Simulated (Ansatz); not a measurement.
**AlBrF₂H₂O: density, localisation and related maps**

```yaml
atoms:
  - { symbol: Al, position_ang: [0.0632, 0.5710, 0.0066] }
  - { symbol: O, position_ang: [-0.0206, 0.0157, 1.8986] }
  - { symbol: H, position_ang: [-0.8803, -0.4350, 2.0407] }
  - { symbol: F, position_ang: [1.4256, -0.1675, -0.6239] }
  - { symbol: F, position_ang: [-1.4335, -0.0986, -0.3794] }
  - { symbol: Br, position_ang: [0.1477, 2.8230, 0.3796] }
  - { symbol: H, position_ang: [-0.0309, 0.8302, 2.4479] }
```

Computed with RKS PBE-D4/def2-SVP (Ansatz 0.2.0).

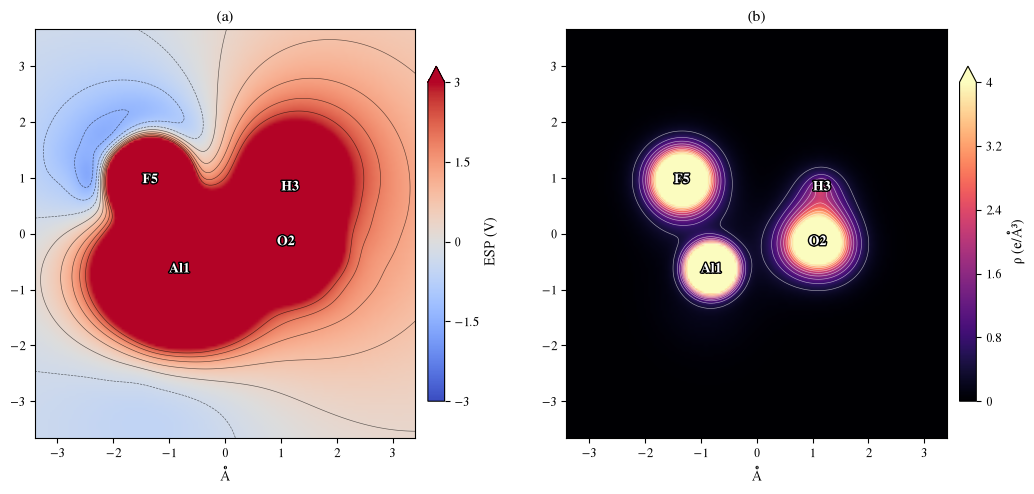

Figure 1. (a) electrostatic potential; (b) total electron density on the plane of atoms O2, Al1 and F5.

### What do the fields say about this system?

- Atoms in the plane: Al, O, H and F.
- Al–F (1.68 Å): the density is about 0.76 e/Å³ at the midpoint.
- Al–O (1.97 Å): ρ at the midpoint is about 0.45 e/Å³.
- O–H (0.98 Å): ρ is about 3.6 e/Å³ halfway.
- Outside the dense part of the molecule the potential is most negative (−1.6 V) near F5.

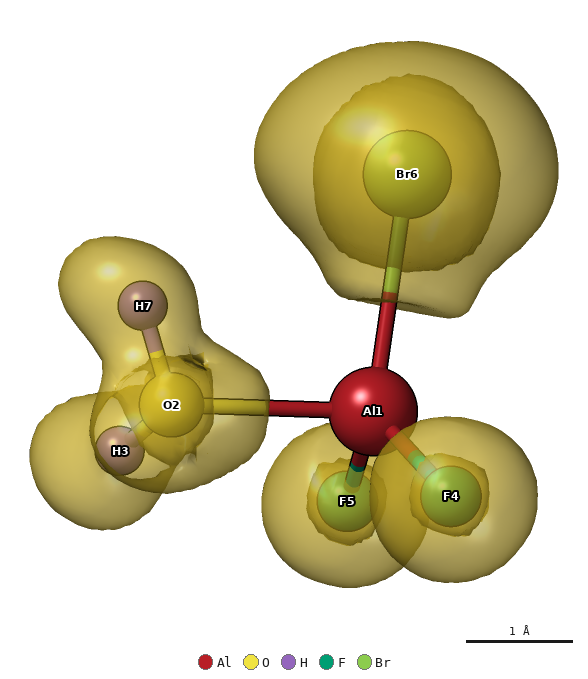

Figure 2. Isosurface of the ELF at 0.75 (yellow), seen across its widest extent. Only the valence region is drawn (cores and ρ < 0.01 e/Å³ removed).

### Identify the bonds, lone pairs and shells in this picture.

At this value the surface marks out one region on Br in which the atom's valence shell and bonds are merged, two regions wrapped around F (the valence shell of each) and one joined region spread over several atoms (H, O), in which their bonds and any lone pairs are merged. Along the contacts the grid gives the following. Al–F (1.67 Å): the ELF peaks at about 0.85 in the valence shell of F, 0.5 Å from its nucleus, and is about 0.25 at the midpoint. Al–O (1.97 Å): the ELF peaks at about 0.90 in the valence shell of O, 0.7 Å from its nucleus, and is about 0.50 at the midpoint.

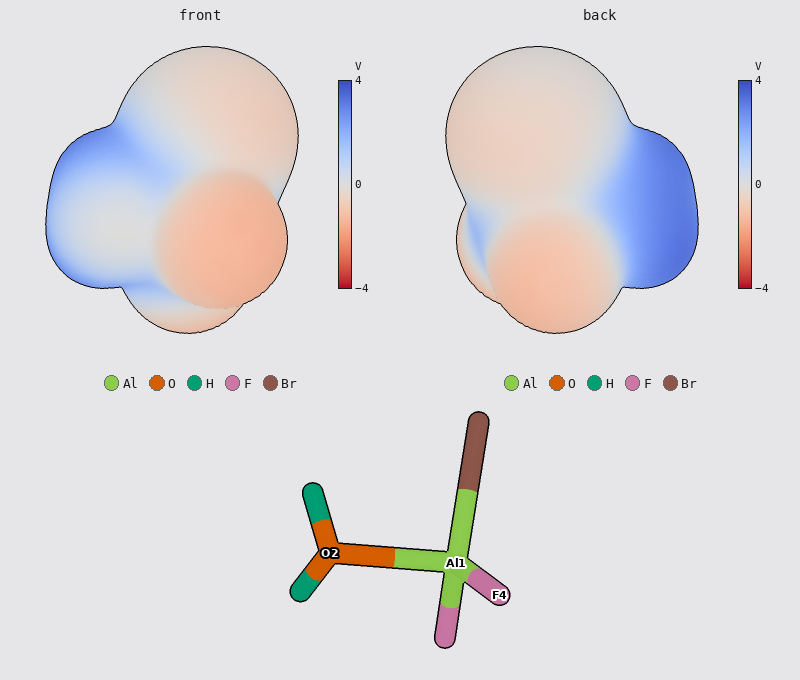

Figure 3. The molecular electrostatic potential painted on the density surface at 0.001 e/bohr³, seen from the front and from behind; the colour scale runs from red (negative) to blue (positive). The bare structure is drawn below in the same view.

### Where is the surface potential most negative and most positive?

The most negative region (about −1.4 V) lies over F4, the most positive (about +3.2 V) over H3.
